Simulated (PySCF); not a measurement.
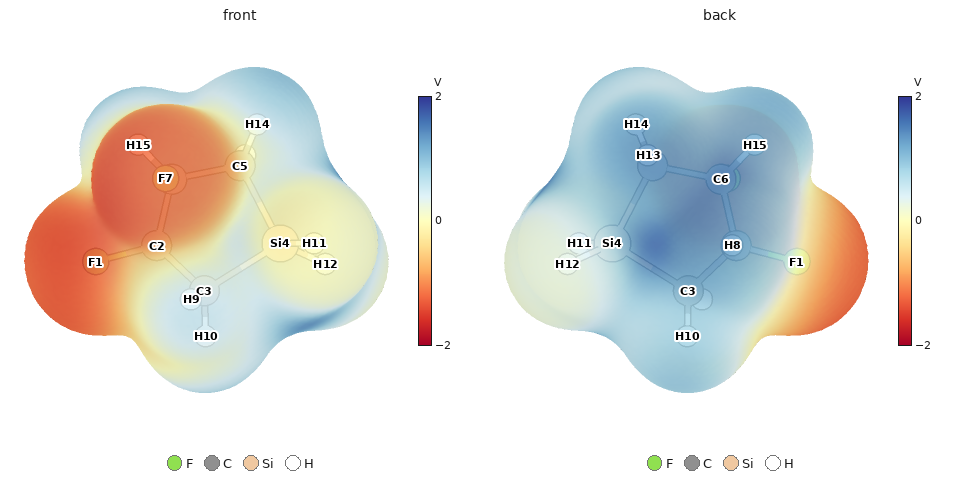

The picture shows: C4H8F2Si. The electrostatic potential painted on the density surface at 0.002 e/bohr³, seen from the front and from behind; red is negative and blue positive.

Geometry: PBE0-D3(BJ)/def2-SVP.

Level of theory: PySCF 2.14.0, wB97X-D/pcSseg-1, SCF density, in a chloroform solvent model, non-relativistic.

| atom | x (Å) | y (Å) | z (Å) |
| --- | --- | --- | --- |
| F | -1.0259 | -2.2681 | -0.5481 |
| C | -0.3972 | -1.0503 | -0.6108 |
| C | 0.9397 | -1.0506 | 0.1175 |
| Si | 1.2640 | 0.7985 | 0.4233 |
| C | -0.4977 | 1.3471 | -0.0654 |
| C | -1.2741 | 0.0404 | -0.0029 |
| F | -1.4872 | -0.2728 | 1.3269 |
| H | -0.2539 | -0.8021 | -1.6796 |
| H | 0.7981 | -1.5559 | 1.0858 |
| H | 1.7195 | -1.5877 | -0.4393 |
| H | 1.6257 | 1.1006 | 1.8381 |
| H | 2.3086 | 1.3808 | -0.4726 |
| H | -0.5041 | 1.7508 | -1.0904 |
| H | -0.9593 | 2.0984 | 0.5905 |
| H | -2.2607 | 0.0789 | -0.4949 |

Question: Where is the surface potential most negative and most positive?

Answer: The most negative region (about −1.4 V) lies over F1 and F7, the most positive (about +1.5 V) over Si4 and H8.

Question: How polar is the molecule by this calculation?

Answer: Its dipole moment is 3.23 D.
